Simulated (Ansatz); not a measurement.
Input

```
crystal:
  periodic: [false, false, false]
  atoms:
    - {symbol: C, position_ang: [-0.304687, 1.601408, -0.924785]}
    - {symbol: C, position_ang: [0.123506, 0.491196, -0.397384]}
    - {symbol: C, position_ang: [0.585366, -0.598931, 0.156418]}
    - {symbol: N, position_ang: [-0.014511, -1.329601, 1.186898]}
    - {symbol: H, position_ang: [-0.889198, 1.611742, -1.842037]}
    - {symbol: H, position_ang: [-0.095251, 2.567967, -0.471186]}
    - {symbol: H, position_ang: [1.563120, -0.964769, -0.146686]}
    - {symbol: H, position_ang: [0.106413, -2.326690, 1.091148]}
    - {symbol: H, position_ang: [-0.986259, -1.098522, 1.330614]}
basis:
  gaussian: {orbitals: def2-TZVPP}
hamiltonian: {xc: pbe0, dispersion: d4}
output: {orbitals: {seedname: orbitals}}
```

Run with:

```sh
ansatz run in.yaml --threads 2 --pin off --events-out ev --progress --plain --max-ram 4352MiB
```

Geometry: PBE0-D4/def2-TZVP.

Method: RKS PBE0-D4/def2-TZVPP in Ansatz.

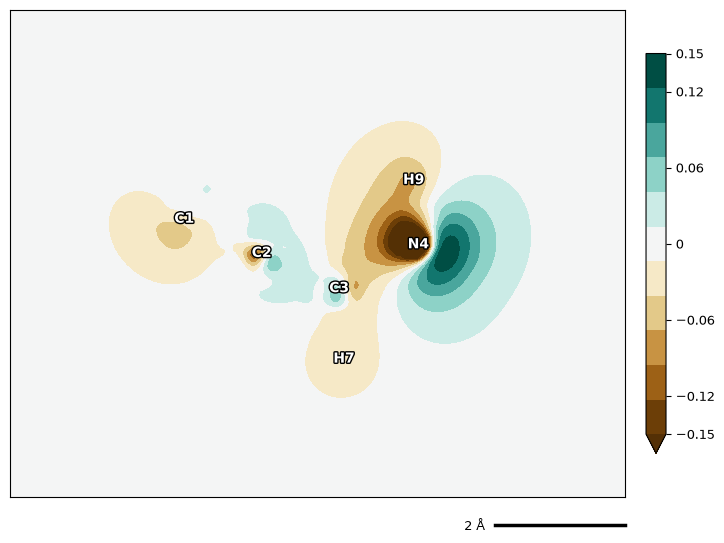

C$_{3}$H$_{5}$N. The HOMO on the plane of atoms C2, C3 and H7 (values in Å⁻³ᐟ²; the overall sign is arbitrary).

What is the character of this orbital?

Answer. It lies mainly on C2 (about 30 %), N4 (about 30 %), C3 (about 20 %) and C1 (about 5 %). Its energy is −6.02 eV.
